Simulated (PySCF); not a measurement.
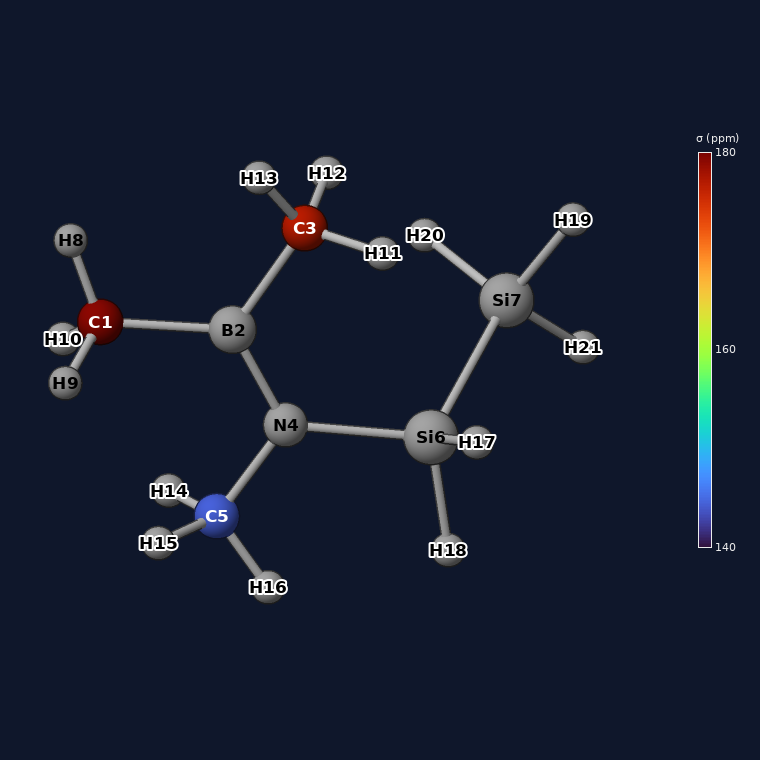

Atoms are coloured by their isotropic NMR shieldings (C only, the others grey). The geometry was computed by an optimisation with GFN2-xTB. No frequency run is at hand to confirm it as a minimum. Method: GIAO PBE0/pcSseg-1 NMR shielding, non-relativistic, gas phase (PySCF 2.14.0).

List the isotropic NMR shieldings of the C atoms.

```csv
atom,σ (ppm)
C1,179.3
C3,177.0
C5,144.4
```

The geometry is semi-empirical. Around B, Si such bond lengths and angles can be off by a tenth of an ångström or more and by several degrees, and values that hang on the shape move with them.
